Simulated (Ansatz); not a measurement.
# BH2NSi: what the fields show

Input file:

```
crystal:
  periodic: [false, false, false]
  atoms:
    - symbol: B
      position_ang: [0.848524, -1.695351, -3.732672]
    - symbol: N
      position_ang: [-0.103958, -0.859635, -3.130559]
    - symbol: Si
      position_ang: [-1.191536, 0.094723, -2.442960]
    - symbol: H
      position_ang: [0.557478, -2.844845, -4.031235]
    - symbol: H
      position_ang: [1.975033, -1.278877, -3.962263]
basis:
  gaussian:
    orbitals: def2-TZVPD
hamiltonian:
  xc: {name: PBE0}
output: {forces: true, orbitals: {seedname: orbitals}}
```

Launched as:

```sh
ansatz run input.yaml --threads 1 --pin off --max-ram 2610MiB --events-out events.jsonl --progress --plain --runs-dir runs
```

Geometry: PBE-D3(BJ)/def2-SVP.

Computed with isolated molecule in a Gaussian basis; Kohn-Sham density functional theory, functional PBE0 (Ansatz).

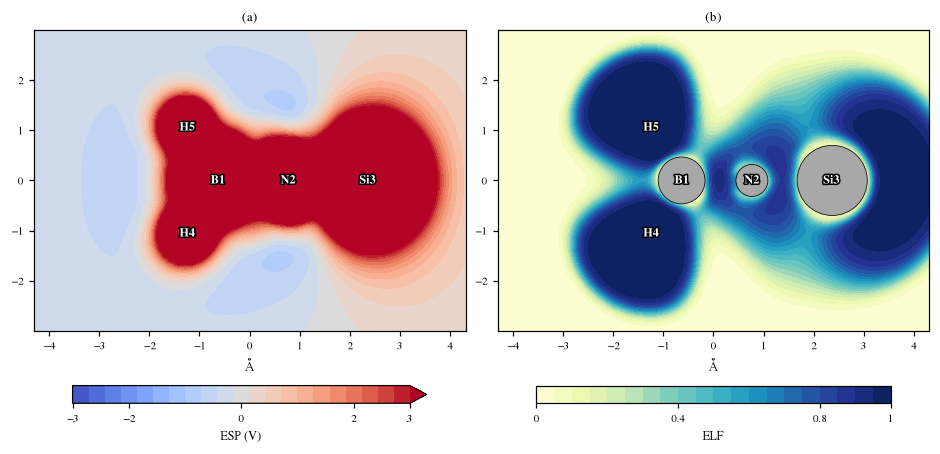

Figure 1. (a) electrostatic potential; (b) electron localisation function on the molecular plane. Grey discs cover the atomic cores in the ELF map.

### Read the bonding off the picture.

The section cuts through B, N, Si and H sites.
B–N (1.40 Å): the ELF peaks at about 0.90 between the atoms (a short, strongly polar bond).
Si–N (1.60 Å): the ELF peaks at about 0.85 between the atoms, as expected for a short, strongly polar bond.
B–H (1.22 Å): the ELF climbs to about 1 towards the hydrogen, as it does in any bond to H; an ordinary covalent bond to hydrogen.
The ELF also peaks beside Si3, away from the bonds: lone-pair regions.
Outside the dense part of the molecule the potential is most negative (−0.8 V) near N2.

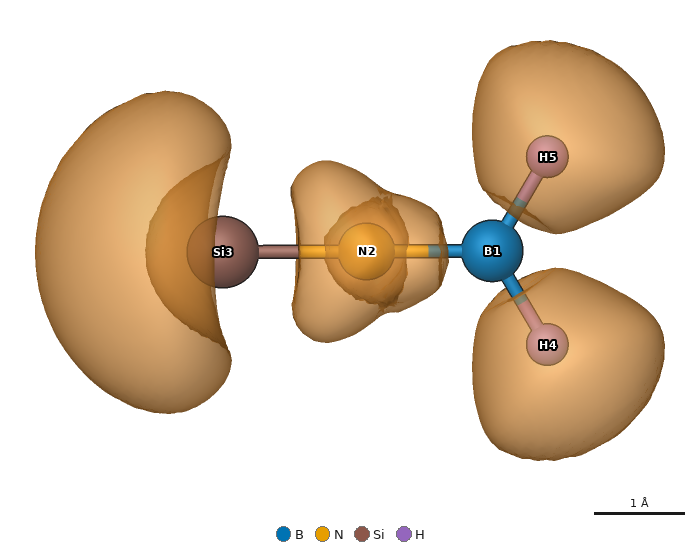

Figure 2. Isosurface of the electron localisation function at 0.75 (orange), seen across its widest extent. Core shells and regions of very low density are left out.

### Where are the electrons localised?

The ELF exceeds this value in two regions around hydrogen nuclei, one region on N in which the atom's valence shell and bonds are merged and one lobe on Si, pointing away from the bonds (lone pairs).

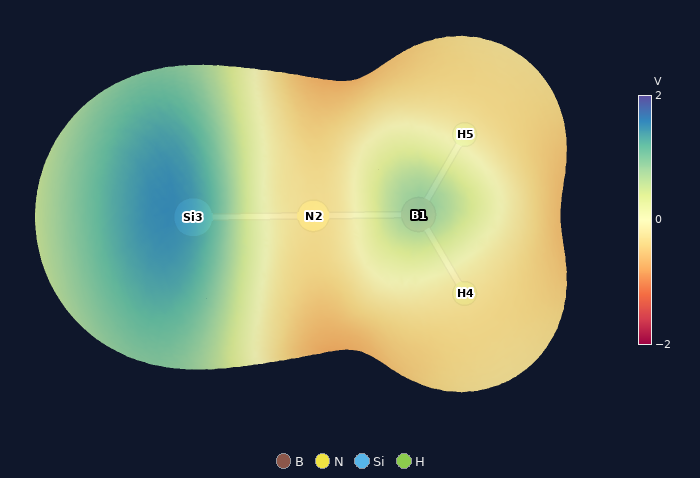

Figure 3. The molecular electrostatic potential painted on the density surface at 0.002 e/bohr³, seen across its widest extent; the colour scale runs from red (negative) to blue (positive).

### Which sites attract a positive test charge, and which a negative one?

A positive charge is drawn to the negative regions and a negative charge to the positive ones. The most negative region (about −0.7 V) lies over N2, the most positive (about +1.5 V) over Si3.

### How polar is the molecule by this calculation?

Its dipole moment is 2.23 D.

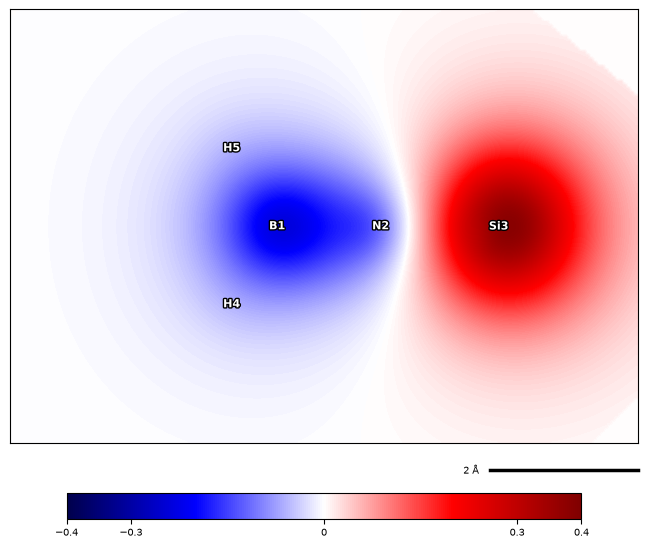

Figure 4. The LUMO on a plane 0.8 Å above the molecular plane (values in Å⁻³ᐟ²; the overall sign is arbitrary).

### Describe this orbital and give its energy.

By Hirshfeld shares it lies mainly on Si3 (about 70 %), B1 (about 15 %) and N2 (about 10 %); it changes sign across the molecular plane (π type); π-bonding across B1–N2. Its energy is −2.50 eV.
